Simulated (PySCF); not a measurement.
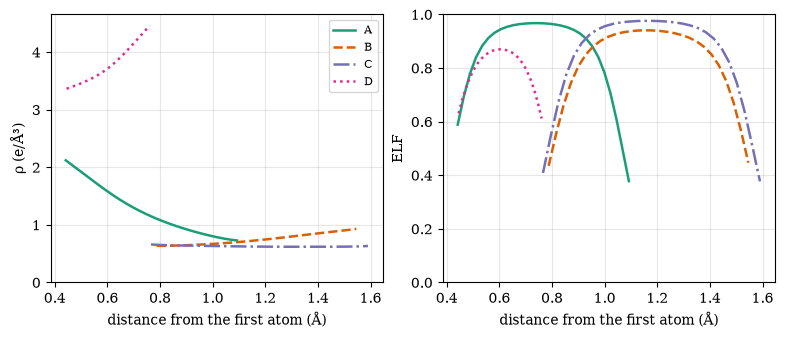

*CH$_{7}$NPSi$_{4}$ (SMILES N#C[SiH]1[SiH2][Si](P)[SiH2]1) (doublet). Total electron density and ELF along straight lines between neighbouring atoms. The curves leave out the atomic cores.*

Geometry: GFN2-xTB.

These are results of UKS B3LYP, pcH-1 on C H N P Si, non-relativistic, mean-field spin-orbit, GIAO in PySCF 2.14.0, density-fitted response routines, not measurements.

The calculation's input:

```
{"job": {"kind": "epr", "basis": "pcH-1"}, "charge": 0, "multiplicity": 2}
N     -3.972756     1.132502    -0.763476
C     -3.099102     0.475721    -0.413260
Si    -1.621847    -0.518262     0.119782
Si    -0.035415    -0.593419    -1.620397
Si     1.392718     0.717318    -0.208581
P      3.094500    -0.595520     0.452143
Si    -0.241145     0.748915     1.547110
H     -2.258535    -1.751683     0.598768
H     -0.423568     0.090166    -2.859044
H      0.304594    -1.951603    -2.064019
H      3.857151    -0.388946    -0.680059
H      3.757534     0.398456     1.143484
H     -0.733029     2.094911     1.859509
H     -0.021778     0.140972     2.865874
```

Run with:

```sh
OMP_NUM_THREADS=1 python probes_run.py task.json out
```

> Which curve belongs to which contact (C–N, C–Si, Si–P and Si–Si)? The first atom named is at distance zero.

Curve A: C–Si (1.86 Å): ρ at the midpoint is about 0.88 e/Å³; the ELF peaks at about 0.95 between the atoms; localised, covalent bonding. Curve B: Si–P (2.25 Å): the density is about 0.71 e/Å³ at the midpoint, with its minimum of 0.64 e/Å³ about 0.8 Å from Si; the ELF peaks at about 0.95 between the atoms (localised, covalent bonding). Curve C: Si–Si (2.36 Å): ρ at the midpoint is about 0.62 e/Å³; the ELF peaks at about 1 between the atoms: a covalent bond. Curve D: C–N (1.15 Å): ρ is about 3.6 e/Å³ halfway; the ELF peaks at about 0.85 between the atoms; a short, multiple covalent bond.
